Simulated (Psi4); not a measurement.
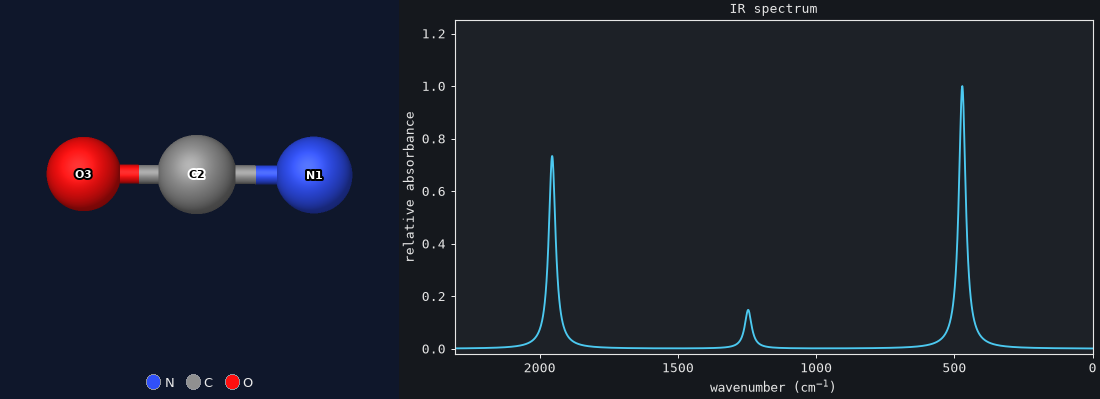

Infrared spectrum of CNO, SMILES [N]=C=O, doublet. Unscaled harmonic wavenumbers and double-harmonic intensities, BP86/cc-pVTZ (dispersion D3(BJ)) in Psi4, at a geometry relaxed at this level, isolated molecule. Modes within 2 cm⁻¹ of each other count as one line, with their intensities summed. Lorentzian lines of 30 cm⁻¹ full width. Close modes add up in the curve.

Q: List the modes.

A:
| cm⁻¹ | km/mol |
| --- | --- |
| 471.5 (×2) | 65.6 |
| 1245.9 | 9.7 |
| 1954.9 | 48.1 |
